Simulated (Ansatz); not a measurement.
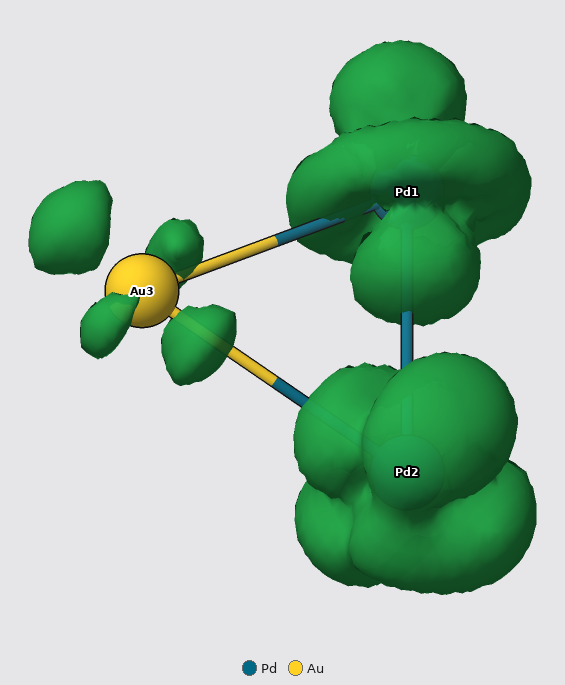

AuPd2 (charge +1, triplet). Isosurface of the spin density (α minus β) at +0.06 e/Å³ (green), seen at a tilt.

Geometry: PBE-D4/def2-TZVP; core potentials replace the inner electrons of Pd and Au.

The calculation used UKS PBE0-D4/def2-TZVP in Ansatz 0.2.0.

```xyz
3

Pd    1.4250    0.2594    0.1522
Pd   -0.4133   -1.3800   -0.2143
Au   -1.0117    1.1205    0.0621
```

Q: Where is the unpaired spin?

A: The unpaired spin (2 electrons) lies mostly on Pd2 (about 1.1), Pd1 (about 0.8) and Au3 (about 0.1), in electrons by Hirshfeld's partition.
